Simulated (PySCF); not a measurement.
C₃H₄ClN₃ (SMILES Cn1cnnc1Cl)

Input

```
{"job": {"kind": "uv", "xc": "CAM-B3LYP", "basis": "def2-SVPD", "nstates": 8, "ntriplets": 3}, "charge": 0, "multiplicity": 1}
C     -1.416700    -0.072109     0.095337
N      0.015136    -0.063984     0.012079
C      0.903393    -1.081750     0.181709
N      2.120607    -0.661108     0.017688
N      2.079079     0.648189    -0.265582
C      0.827464     1.000165    -0.268210
Cl     0.204602     2.541370    -0.567453
H     -1.750708    -1.072059     0.363726
H     -1.750718     0.639286     0.852228
H     -1.850337     0.211954    -0.865160
H      0.623605    -2.087282     0.417673
```

Command:

```sh
OMP_NUM_THREADS=1 python probes_run.py task.json out
```

Geometry: GFN2-xTB.

The calculation used PySCF, CAM-B3LYP/def2-SVPD, SCF density, gas phase.

### Predict the electron density and electron localisation function between the atoms.

C–N (1.30 Å): ρ at the midpoint is about 2.7 e/Å³; the ELF peaks at about 0.90 between the atoms: a covalent bond.
N–N (1.34 Å): ρ is about 2.6 e/Å³ halfway; the ELF peaks at about 0.90 between the atoms, as expected for a covalent bond.
C–Cl (1.69 Å): ρ at the midpoint is about 1.6 e/Å³; the ELF peaks at about 0.90 between the atoms; a covalent bond.
C–H (1.07 Å): ρ at the midpoint is about 2.1 e/Å³; the ELF climbs to about 1 towards the hydrogen, as it does in any bond to H; an ordinary covalent bond to hydrogen.

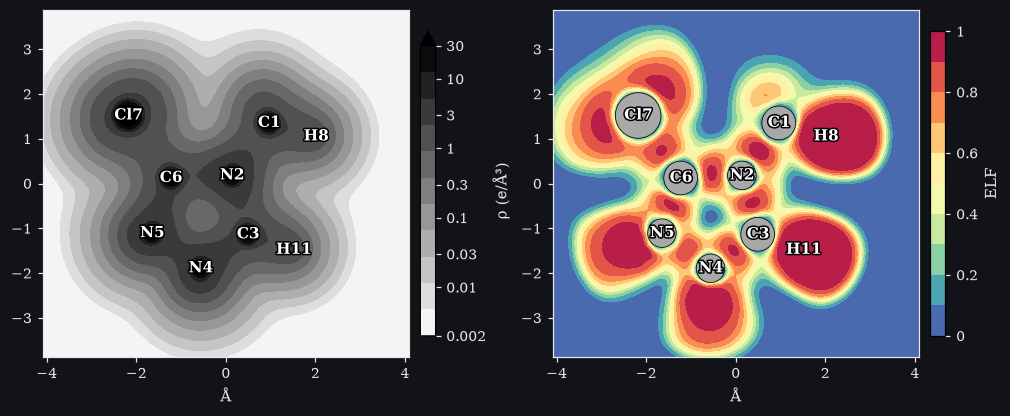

Computed electron density and electron localisation function on the plane of atoms N2, C1 and H8, in this order. Grey discs cover the atomic cores in the ELF map. 
